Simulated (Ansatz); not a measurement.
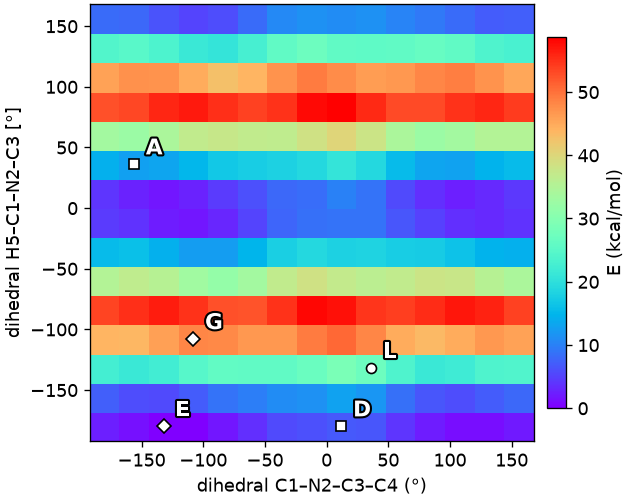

C3H7N, SMILES C=NCC. 
- The first coordinate is: dihedral C1–N2–C3–C4; the second: dihedral H5–C1–N2–C3.
- Nothing is relaxed (all other coordinates rigid).
- The grid has 15 × 15 points.
- Points are written as (first, second).
- Energies: kcal/mol, counted from the lowest grid point.
- Energies and slopes of some neighbouring points disagree (a jump in structure or state, or too coarse a mesh). The dihedral twists a double bond; near 90° a spin-restricted reference is unreliable.
- The calculation used RKS PBE0-D4/def2-TZVP (Ansatz 0.2.0).

In the figure: one coloured cell a grid point, lettered points.

Is G the lowest point of the computed grid?

No. G lies 48.3 kcal/mol above the lowest grid point, which is at (−132°, −180°).

Rank the lettered points by energy, lowest first.

E (0.0 kcal/mol), D (6.8 kcal/mol), A (12.8 kcal/mol), L (27.1 kcal/mol), G (48.3 kcal/mol).
